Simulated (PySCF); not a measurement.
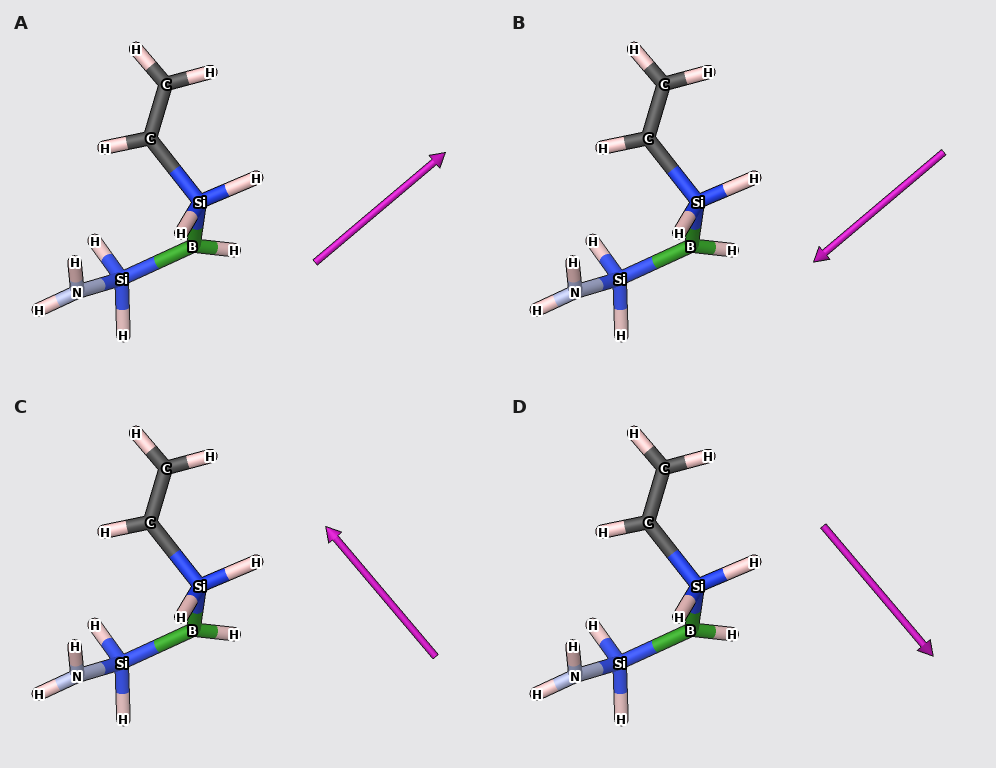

The same molecule four times, each with an arrow. The computed structure is the end point of a GFN2-xTB optimisation. No frequency run is at hand to confirm it as a minimum. Method: PBE0/pcSseg-1, gas phase (PySCF 2.14.0).

Which arrow points along the dipole moment, from the negative to the positive end?

Answer. C. The dipole moment is 1.05 D.

The geometry is semi-empirical. Around B, Si such bond lengths and angles can be off by a tenth of an ångström or more and by several degrees, and values that hang on the shape move with them.
